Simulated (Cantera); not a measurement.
Charge: 1 mol BN, 7.8 mol H2O, 4.2 mol H2, equilibrated at 0.0100 bar.

These are equilibrium values from Cantera (NASA tables, ideal gas, pure condensed phases), not measurements of a reactor. Candidate condensed phases: B, BN, B2O3, B3O3H3, H2O; 39 gas species. Gases not in the tables: H3BO3. Equilibrium is a limit: real reactors are often held back by kinetics, nucleation or transport.

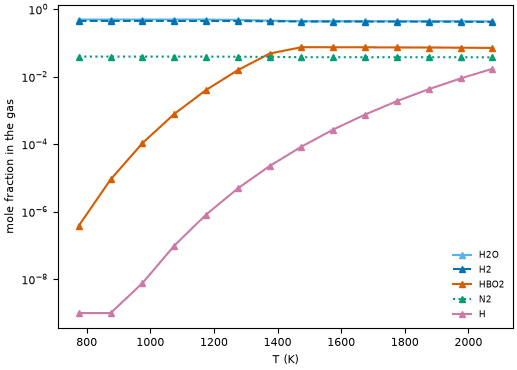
Figure: Equilibrium gas composition (values under 1e-9 drawn at 1e-9)

From 775 K to 1375 K the condensed part is B2O3(l). From 1475 K to 2075 K nothing is condensed.
